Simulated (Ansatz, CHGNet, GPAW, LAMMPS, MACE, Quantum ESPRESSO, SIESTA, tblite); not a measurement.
# Running amorphous Hg22Cd11S33 (66 atoms) with tblite

Aim: run amorphous Hg22Cd11S33 (66 atoms) in tblite and see how near its forces come to a plane-wave reference, and at what cost.

Calculated with tblite 0.8.0; the method is named at each step.

**1. The structure**

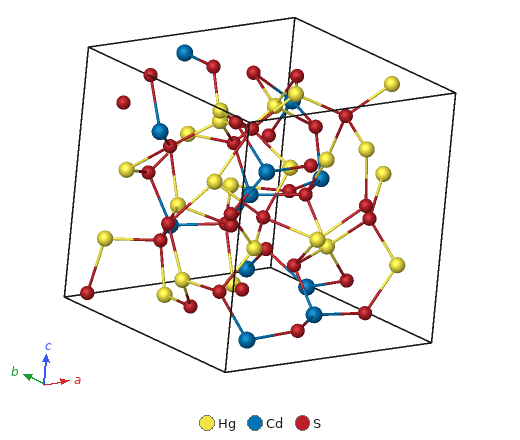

The cell as given, slightly off an axis (mercury yellow, cadmium blue, sulfur red). Bonds to atoms that aren't drawn are left out.

The cell holds 66 atoms: 22 Hg, 11 Cd and 33 S. Its edges and angles: a = 12.107 Å, b = 12.107 Å, c = 12.107 Å, α = 90.0°, β = 90.0°, γ = 90.0°. 66 atoms (22 Hg, 11 Cd, 33 S) placed at random at 6.28 g/cm³, melted at 2500 K for 10 ps at fixed volume with the Stillinger-Weber II-VI potential (Zhou et al., Phys. Rev. B 88, 085309 (2013)). Quenched from 2500 K to 300 K at 5 K/ps and fixed volume, annealed at 1000 K for 50 ps, held 5 ps.

The yardstick, on the same geometry:

* method: Kohn-Sham DFT, PBE, SSSP efficiency 1.3.0 pseudopotentials, plane waves (Quantum ESPRESSO 7.5); sssp-pbe-1.3.0-efficiency, cutoffs 45/360 Ry, Γ point
* r.m.s. force component: 0.4311 eV/Å
* longest force: 1.501 eV/Å
* pressure: -0.8817 GPa
* time: 13 min on 4 MPI ranks of Arm Neoverse N1, shared host
* CPU time: 51 min

**2. GFN1-xTB**

Method: GFN1-xTB tight binding, diagonalisation.

The input, run.py:

```python
import numpy as np
from ase.io import read
from tblite.ase import TBLite

atoms = read("structure.xyz")
atoms.calc = TBLite(method="GFN1-xTB", electronic_temperature=580, accuracy=1.0, max_iterations=250, mixer_damping=0.4, verbosity=1)
energy = atoms.get_potential_energy()
forces = atoms.get_forces()
print(f"energy {energy:.6f} eV")
print("forces (eV/A)")
for i, (a, f) in enumerate(zip(atoms, forces)):
    print(f"{i:4d} {a.symbol:2s} {f[0]:10.5f} {f[1]:10.5f} {f[2]:10.5f}")
stress = -atoms.get_stress(voigt=False) * 160.21766
print("stress (GPa, compression positive)")
for row in stress:
    print(" ".join(f"{x:10.4f}" for x in row))
print("charges (e)")
print(np.array2string(atoms.get_charges(), precision=4, suppress_small=True, max_line_width=110, threshold=100000))
```

The input, structure.xyz:

```xyz
66
Lattice="12.10720 0.00000 0.00000 0.00000 12.10720 0.00000 0.00000 0.00000 12.10720" Properties=species:S:1:pos:R:3 pbc="T T T"
Hg 2.73029 8.20783 0.96083
Hg 5.90880 1.43640 5.29593
Hg 2.28596 4.84809 7.50441
Hg 10.55203 1.12779 3.60565
Hg 6.29248 7.65889 1.21411
Hg 6.14477 4.27711 11.46346
Hg 2.33802 7.40065 5.59607
Hg 7.61882 0.58889 9.72414
Hg 1.89635 4.46271 11.11247
Hg 0.59858 4.45448 3.07123
Hg 2.35642 1.61897 5.25041
Hg 8.70786 4.09344 3.84186
Hg 0.59870 10.30807 3.30769
Hg 8.17103 10.79224 4.84470
Hg 10.46135 2.66044 11.92959
Hg 8.00468 7.96424 9.55863
Hg 5.18176 3.00537 8.39634
Hg 5.51895 11.00956 7.58613
Hg 4.29055 7.31844 9.46057
Hg 1.58750 10.42394 6.48692
Hg 8.24258 4.15204 8.07696
Hg 11.35873 3.73895 7.14761
Cd 10.57455 7.24580 5.95178
Cd 5.15210 11.36636 11.43876
Cd 4.58693 10.52624 3.41919
Cd 6.46924 7.26735 5.65031
Cd 9.72535 10.95895 0.55935
Cd 1.69428 0.70827 1.14970
Cd 9.99716 6.82713 0.89242
Cd 6.42965 1.78375 1.49282
Cd 10.82820 10.15056 8.81162
Cd 0.39130 6.83597 9.55670
Cd 1.86620 0.65791 9.28671
S 1.02596 10.44028 9.80247
S 10.80447 11.58829 6.70533
S 4.84833 8.83269 11.57267
S 4.42906 0.62413 9.30002
S 10.34572 7.71471 8.35021
S 2.19806 8.19367 8.22842
S 4.17577 0.12470 1.48156
S 4.51102 6.05493 4.76128
S 9.15232 8.99347 2.18196
S 10.41510 4.49904 1.86160
S 0.97947 2.15496 11.35256
S 5.05185 5.47633 1.76608
S 7.77282 6.28884 11.54325
S 2.12397 5.53275 1.27610
S 6.56029 8.93717 3.74209
S 8.26716 3.10065 10.50808
S 6.30712 3.42295 3.40176
S 9.66251 2.36926 5.58771
S 3.92419 11.67013 5.70310
S 4.13037 3.33602 6.01897
S 7.80793 0.46298 7.00789
S 10.65446 9.53309 4.65086
S 6.11474 8.37600 7.86060
[... 6 atom lines left out ...]
S 0.26648 7.76205 12.03141
S 8.48569 5.71787 5.88894
S 2.72218 8.86901 3.40237
S 0.15037 10.66814 0.61226
```

On the command line:

```console
OMP_NUM_THREADS=1 python run.py > output.txt
```

The log of the run:

```text
------------------------------------------------------------
  cycle        total energy    energy error   density error
------------------------------------------------------------
      1     -150.3367218934  -1.4994379E+02   6.3334588E-01
      2     -136.9679759675   1.3368746E+01   5.9830444E-01
      3     -141.1899625631  -4.2219866E+00   5.2041888E-01
      4     -150.3052339554  -9.1152714E+00   3.5423223E-01
      5     -151.9844253555  -1.6791914E+00   2.0373566E-01
      6     -152.5558793572  -5.7145400E-01   1.1712284E-01
      7     -151.1987534043   1.3571260E+00   2.0163535E-01
      8     -152.7035426069  -1.5047892E+00   8.6488108E-02
      9     -152.8601275777  -1.5658497E-01   5.5069609E-02
     10     -152.9148232343  -5.4695657E-02   3.0854052E-02
     11     -152.9263573096  -1.1534075E-02   2.4831016E-02
     12     -152.9420480720  -1.5690762E-02   1.2879852E-02
     13     -152.9435008027  -1.4527307E-03   1.2490890E-02
     14     -152.9468891629  -3.3883603E-03   5.7541924E-03
     15     -152.9470603716  -1.7120863E-04   4.5255022E-03
     16     -152.9475291005  -4.6872890E-04   2.5088054E-03
     17     -152.9476495839  -1.2048339E-04   1.1149235E-03
     18     -152.9476865684  -3.6984506E-05   4.6174000E-04
     19     -152.9476914253  -4.8568930E-06   2.1105841E-04
     20     -152.9476926009  -1.1756080E-06   6.3931448E-05
     21     -152.9476925021   9.8800086E-08   7.9693425E-05
     22     -152.9476926715  -1.6946771E-07   2.7334092E-05
     23     -152.9476926855  -1.4005877E-08   1.9504213E-05
------------------------------------------------------------
 total:                                   4.657 sec
energy -4161.918707 eV
forces (eV/A)
   0 Hg   -0.74141   -0.79021   -0.32718
   1 Hg    0.41047    0.80639   -0.27905
   2 Hg    0.00190   -0.10542   -0.47748
   3 Hg   -0.46960   -0.15280    0.24720
   4 Hg    0.85494   -0.09203    0.53524
   5 Hg   -0.03190    0.77142    1.48740
   6 Hg    1.05559   -0.61594   -0.30774
   7 Hg   -0.17326    0.34195   -0.56357
   8 Hg   -0.16600    0.29971    0.41671
   9 Hg   -0.01997    0.43525   -0.20261
  10 Hg   -0.03651    0.21473    0.09477
  11 Hg    0.10884    0.03706    0.22177
  12 Hg   -0.45785   -0.09418   -0.77569
  13 Hg    0.90884   -0.48411   -0.01092
  14 Hg    0.13152    0.44960    0.44480
  15 Hg    0.49473    0.32600    0.07202
  16 Hg    0.19000   -0.28991   -0.54583
  17 Hg    0.28154   -0.23830    0.25323
  18 Hg    0.38022    0.87496   -0.20621
  19 Hg   -0.68255    0.23823    0.88782
  20 Hg   -0.00114   -0.09586   -0.64769
  21 Hg    0.01972   -0.80204   -0.61292
  22 Cd   -0.40161    0.30537   -0.26026
  23 Cd   -0.44799   -0.03977    0.19718
[...]
58 S    -0.14746    0.34277    0.04999
  59 S     0.72348   -0.05622   -0.03769
  60 S     0.11529   -0.18114   -0.33684
  61 S    -0.24479    0.16089    0.66628
  62 S     0.05115   -0.06870   -0.65033
  63 S     0.04826    0.16399    0.02267
  64 S    -0.61204    0.28189    0.04102
  65 S     0.60031    0.30350    0.70406
stress (GPa, compression positive)
   -2.4857    -0.2351    -0.0657
   -0.2351    -2.4236    -0.3798
   -0.0657    -0.3798    -2.7044
charges (e)
[ 0.1737  0.1405  0.1121  0.1856  0.1493  0.1391  0.1251  0.1522  0.1335  0.1684  0.1941  0.1542  0.1315
  0.1595  0.1424  0.1331  0.1346  0.1512  0.1744  0.1118  0.1346  0.1335  0.4709  0.4437  0.4594  0.447
  0.4181  0.4576  0.4023  0.3956  0.4548  0.3757  0.4278 -0.2544 -0.1897 -0.2477 -0.2762 -0.3014 -0.2282
 -0.2991 -0.2403 -0.2629 -0.2592 -0.268  -0.1779 -0.2836 -0.2096 -0.2399 -0.1977 -0.1847 -0.2573 -0.2629
 -0.2093 -0.2275 -0.1823 -0.2621 -0.2873 -0.2838 -0.2187 -0.2498 -0.226  -0.2488 -0.2281 -0.2344 -0.238
 -0.2505]
```

The job ended after 5.5 s (1 thread of Arm Neoverse N1, shared host; peak memory 0.13 GiB).

Banners, paths, timers and routine set-up lines are dropped from the logs unmarked, and long logs keep their key lines alone; longer cuts are marked.

Numbers from this run, and their distance from the reference:

```yaml
r_m_s_force_component: 0.4768 eV/Å
r_m_s_difference_of_force_components: 297.9 meV/Å
longest_difference_of_force_vectors: 1044 meV/Å
force_difference_over_r_m_s_force: 69.11 %
slope_of_forces_against_the_reference_s: 0.8728
correlation_of_force_components: 0.7891
pressure: -2.538 GPa
pressure_difference: -1.656 GPa
```

Length of the force difference by element (eV/Å):

```tsv
element	atoms	mean	most
Cd	11	0.42	0.62
Hg	22	0.55	1.0
S	33	0.44	0.87
```

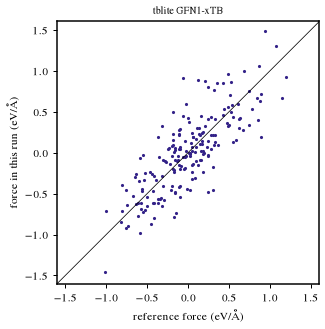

Force components against those of the reference; the line marks equality.

A closer look about Hg20, which has 2 bonded neighbours where the commonest count for Hg is 4: 13 atoms, nearest first, numbered in the order of the input, with positions taken from that point.

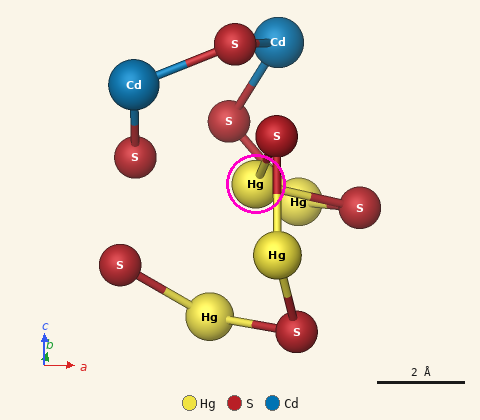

The atoms of the table, within 3.7 Å (arrows a, b, c point along x, y, z); some may hide others; the central atom is ringed.

```tsv
atom	x	y	z	distance (Å)	bonds	Mulliken charge (e)	Fx	Fy	Fz (eV/Å)
Hg20	0.00	0.00	0.00	0.00	2	0.11	-0.68	0.24	0.89
S52	2.34	1.25	-0.78	2.76	5	-0.26	-0.05	-0.20	-0.53
S39	0.61	-2.23	1.74	2.89	4	-0.23	-0.04	-0.61	-0.56
S35	-2.89	1.16	0.22	3.12	1	-0.19	1.31	-0.92	-0.98
Hg7	0.75	-3.02	-0.89	3.24	4	0.13	1.06	-0.62	-0.31
Hg13	-0.99	-0.12	-3.18	3.33	3	0.13	-0.46	-0.09	-0.78
S34	-0.56	0.02	3.32	3.36	2	-0.25	0.11	0.42	-0.45
S62	-0.88	3.23	0.63	3.41	3	-0.25	-0.24	0.16	0.67
Hg11	0.77	3.30	-1.24	3.61	4	0.19	-0.04	0.21	0.09
S65	1.13	-1.55	-3.08	3.64	4	-0.24	-0.61	0.28	0.04
Cd33	0.28	2.34	2.80	3.66	4	0.43	-0.61	-0.46	0.29
S55	-3.04	-0.89	-1.84	3.66	3	-0.18	-0.84	0.33	0.09
Cd31	-2.87	-0.27	2.32	3.70	4	0.45	0.22	0.36	0.08
```

Atoms are counted from 1 here, from 0 in the log.

Forces lie 69 % from the reference's, at 0.0018 times its CPU time (on 1 against 4 cores).

**3. Summary of results**

- force difference from the reference: tblite GFN1-xTB, 69 %
- its CPU time: 5.5 s

**Reading.** Tight binding differs by 69 % (tblite GFN1-xTB); it is another model, with fitted parameters of its own, and the xTB methods hold dispersion. One electronic-structure run takes under half the reference's CPU time: tblite GFN1-xTB, at 69 % in 5.5 s against 51 min, too far off to be of use; its pressure misses by -1.7 GPa. Periodic xTB results under one method name differ between programs and library versions. The reference's pressure holds the uncorrected Pulay stress of its 45 Ry basis, so small pressure differences, and their order, may be the reference's own error. The quench rate of 5 K/ps is many orders above laboratory rates, so the cell is likely richer in defects and strain than a real sample. The network of bonds at the start is that of the classical potential that made the cell, and needn't be the one that DFT or experiment would give. The electronic-structure runs sample only Γ, in a cell whose shortest periodic width is 12 Å, which is coarse for a cell with partly filled levels. Spin–orbit coupling is left out, which matters for the levels of the heavy elements.

[Also dropped from logs without a mark: logging warnings of Python, and SIESTA's first energy breakdown and zero terms.]

[Logs are printed without paths, hosts, clocks, repeated set-up lines and the standing remarks that a program may print on its own settings, such as how far it seeks lower states.]

[Hosts, paths, dates, database ids (printed as entryN), source tags and the programs' standing remarks are cut or masked in the printed files.]
